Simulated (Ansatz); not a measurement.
# C2H4O (oxirane) at r2SCAN0/def2-SVPD

What is the vertical electron affinity of C2H4O (oxirane) at r2SCAN0/def2-SVPD? 

Program for the calculation: Ansatz 0.2.0.

51 further runs of the same task are left out: 51 set aside as unsound or not needed.

### Step 1. The molecule

C2H4O: 7 atoms, total charge 0, spin state singlet. SMILES: `C1CO1`. Geometry: relaxed at PBE0-D4/def2-TZVP.

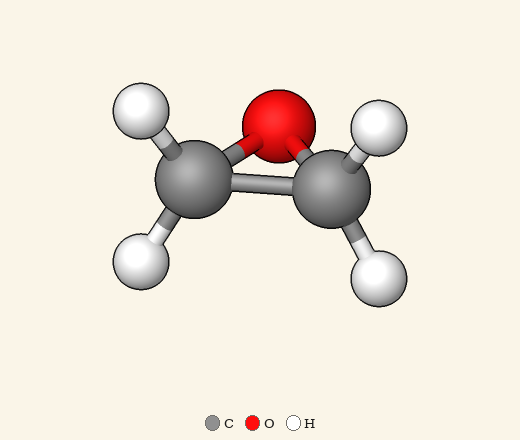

The structure, seen from a chosen angle (carbon grey, oxygen red, hydrogen white).

### Step 2. A single-point energy at r2SCAN0/def2-SVPD

job.yaml reads:

```yaml
crystal:
  periodic: [false, false, false]
  atoms:
    - {symbol: C, position_ang: [-0.604500, -0.272900, -0.303700]}
    - {symbol: C, position_ang: [0.650000, 0.164200, 0.297000]}
    - {symbol: O, position_ang: [-0.339900, 1.100600, -0.086300]}
    - {symbol: H, position_ang: [-0.619200, -0.584700, -1.344900]}
    - {symbol: H, position_ang: [-1.378400, -0.703100, 0.326900]}
    - {symbol: H, position_ang: [0.797000, 0.054800, 1.368500]}
    - {symbol: H, position_ang: [1.556200, 0.173200, -0.303300]}
basis:
  gaussian:
    orbitals: def2-SVPD
hamiltonian:
  xc: {name: r2SCAN0}
accuracy: high
output:
  orbitals: {seedname: orbitals}
```

Command:

```bash
$ ansatz run job.yaml --threads 1 --pin off --max-ram 3480MiB --events-out events.jsonl --progress --plain --runs-dir runs
```

What it wrote:

```text
Warning: RAYON_NUM_THREADS=1 ignored (pool sized by the plan → 1); use --threads N
Functional definition: r2SCAN0
  name "r2SCAN0"
  parameter a = 0.25
  parameter k0 = 0.174
  parameter k1 = 0.065
  parameter a1 = 4.9479
  exchange = (1 - a)*r2scan_x(k0 = k0, k1 = k1, a1 = a1) + a*exact_x
  correlation = r2scan_c
1927 factors; integrals over basis functions are off by at most 3.1e-9 eV
mean field evaluation 1: about -4176.3100 eV, gradient 3.4e1 eV
mean field evaluation 2: about -4175.3680 eV, gradient 4.2e1 eV
mean field evaluation 4: about -4178.9457 eV, gradient 1.7e0 eV
mean field evaluation 8: about -4178.9557 eV, gradient 1.3e-2 eV
mean field evaluation 16: about -4178.9557 eV, gradient 3.2e-7 eV
mean field -4178.95572691 eV, -153.5737903660 hartree, gradient 2.9e-8 eV, S^2 0.000000; 0 other end points of the search recorded, 0 dependent functions left out
reference -4178.95572759 eV, -153.5737903910 hartree; 12, 12 occupied and 83, 83 virtual orbitals, 1927 factors
Total energy: -4178.95572759 eV, -153.5737903910 hartree
```

Run time: 8.4 s. Hardware: 1 thread of Arm Neoverse V1, shared host; peak memory 0.29 GiB.

### Step 3. The doublet anion, same level

input.yaml reads:

```yaml
basis:
  gaussian: {orbitals: def2-SVPD}
crystal:
  periodic: [false, false, false]
  atoms:
    - {symbol: C, position_ang: [-0.604500, -0.272900, -0.303700]}
    - {symbol: C, position_ang: [0.650000, 0.164200, 0.297000]}
    - {symbol: O, position_ang: [-0.339900, 1.100600, -0.086300]}
    - {symbol: H, position_ang: [-0.619200, -0.584700, -1.344900]}
    - {symbol: H, position_ang: [-1.378400, -0.703100, 0.326900]}
    - {symbol: H, position_ang: [0.797000, 0.054800, 1.368500]}
    - {symbol: H, position_ang: [1.556200, 0.173200, -0.303300]}
output: {orbitals: {seedname: orbitals}}
hamiltonian: {xc: {name: r2SCAN0}}
accuracy: high
total_charge: -1
magnetization: {spin_polarized: true, initial_magnetization: 1}
```

Command:

```bash
$ ansatz run input.yaml --threads 1 --pin off --max-ram 3480MiB --events-out events.jsonl --progress --plain --runs-dir runs
```

What it wrote:

```text
Warning: RAYON_NUM_THREADS=1 ignored (pool sized by the plan → 1); use --threads N
Functional definition: r2SCAN0
  name "r2SCAN0"
  parameter a = 0.25
  parameter k0 = 0.174
  parameter k1 = 0.065
  parameter a1 = 4.9479
  exchange = (1 - a)*r2scan_x(k0 = k0, k1 = k1, a1 = a1) + a*exact_x
  correlation = r2scan_c
1927 factors; integrals over basis functions are off by at most 3.1e-9 eV
mean field evaluation 1: about -4175.6725 eV, gradient 1.4e1 eV
mean field evaluation 2: about -4175.3810 eV, gradient 1.9e1 eV
mean field evaluation 4: about -4176.6741 eV, gradient 6.1e-1 eV
mean field evaluation 8: about -4176.8328 eV, gradient 9.4e-2 eV
mean field evaluation 16: about -4176.8330 eV, gradient 7.3e-4 eV
mean field evaluation 32: about -4176.8330 eV, gradient 6.0e-7 eV
mean field -4176.83301191 eV, -153.4957820285 hartree, gradient 5.8e-8 eV, S^2 0.750544; 5 other end points of the search recorded, 0 dependent functions left out
reference -4176.83301459 eV, -153.4957821271 hartree; 13, 12 occupied and 82, 83 virtual orbitals, 1927 factors
Total energy: -4176.83301459 eV, -153.4957821271 hartree
```

Wall time 39 s (1 thread of Arm Neoverse V1, shared host); peak memory 0.44 GiB.

### Step 4. Outcome

At r2SCAN0/def2-SVPD:

| quantity | value |
| --- | --- |
| singlet C2H4O: total energy | -153.57379 Eh |
| singlet C2H4O: HOMO energy | -8.27 eV |
| singlet C2H4O: LUMO energy | 1.61 eV |
| singlet C2H4O: HOMO–LUMO gap | 9.88 eV |
| doublet anion: total energy | -153.49578 Eh |
| doublet anion: HOMO energy (highest over α and β) | 3.27 eV |
| doublet anion: LUMO energy (lowest over α and β) | 4.68 eV |
| doublet anion: ⟨S²⟩ | 0.751 |
| vertical electron affinity (to the doublet anion) | -2.123 eV |

What this shows: The anion lies 2.12 eV (205 kJ/mol) above the neutral: the electron isn't bound at this level, and such a value depends on the basis. The HOMO (doublet anion) lies at positive energy, 3.27 eV; only total energies tell whether the electron is bound.
